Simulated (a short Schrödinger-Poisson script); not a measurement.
Structure: symmetric double-gate stack, SiO2 on p-type Ge(111), at 300 K.

| layer | material | thickness (nm) | Na (cm⁻³) |
|---|---|---|---|
| 1 | SiO2 | 3.6 | - |
| 2 | Ge | 5 | 2e15 |
| 3 | SiO2 | 3.6 | - |

The device is made up for the run: typed textbook-type constants, with dimensions and the other settings drawn at random. SiO2: permittivity 3.9, conduction-band edge (eV) 3.1, gap (eV) 9, electron mass (mₑ) 0.5. Ge: permittivity 16, conduction-band edge (eV) 0, gap (eV) 0.664, Nv at 300 K (cm⁻³) 6e18.

Channel valleys (confinement mass, in-plane density-of-states mass, number): L1 1.59, 0.08, 1; L3 0.09, 0.34, 3. At the gates, both at one voltage, the conduction-band edge of layer 1 lies 3.23 eV − eVg above the Fermi level of the channel. Gaps are held at their typed values at every temperature. Mesh 0.03 nm at interfaces.

From a short Schrödinger-Poisson script (our own, NumPy): 1D Poisson equation in equilibrium, electrons quantum, Hartree (BenDaniel-Duke, 12 states a valley, the channel's in-plane mass for all, wave functions free to enter the dielectric), parabolic valleys, classical holes, full ionisation, no traps, pinning or gate leakage.

Only gate voltages with over 1e8 electrons/cm² are shown.

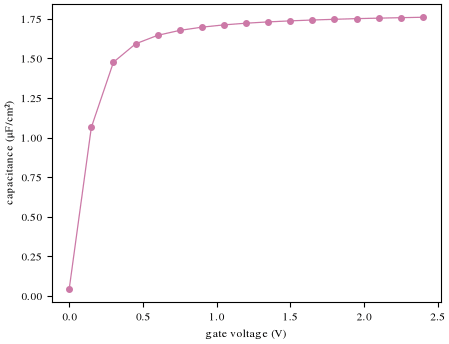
Figure: Quasi-static capacitance against gate voltage

```
Vg (V)  electrons (cm⁻²)  C (μF/cm²)  L1 E0 (meV)  L1 E1 (meV)  L3 E0 (meV)  L3 E1 (meV)
------  ----------------  ----------  -----------  -----------  -----------  -----------
0                 7.30e9      0.0449        139.9        167.1        224.7        524.5
0.15             4.59e11        1.06         31.0         57.6        115.5        414.4
0.3              1.70e12        1.48         -6.8         18.0         76.9        373.3
0.45             3.14e12        1.59        -26.2         -3.4         56.7        350.2
0.6              4.66e12        1.65        -39.3        -18.4         42.9        333.5
0.75             6.21e12        1.68        -49.3        -30.2         32.3        320.2
0.9              7.79e12        1.70        -57.4        -40.2         23.7        308.8
1.05             9.39e12        1.71        -64.5        -48.9         16.5        298.7
1.2              1.10e13        1.72        -70.7        -56.8         10.1        289.5
1.35             1.26e13        1.73        -76.5        -64.1          4.4        281.1
1.5              1.42e13        1.74        -82.0        -71.0         -0.8        273.2
1.65             1.59e13        1.74        -87.2        -77.5         -5.7        265.7
1.8              1.75e13        1.75        -92.3        -83.8        -10.2        258.5
1.95             1.91e13        1.75        -97.3        -89.9        -14.4        251.6
2.1              2.08e13        1.75       -102.3        -95.8        -18.5        245.0
2.25             2.24e13        1.76       -107.3       -101.6        -22.3        238.6
2.4              2.41e13        1.76       -112.2       -107.3        -26.1        232.3
```

Subbands count from the Fermi level. The capacitance is that of both gates.

Only the L valleys are kept; under strong confinement the Δ valleys of Ge fill too.
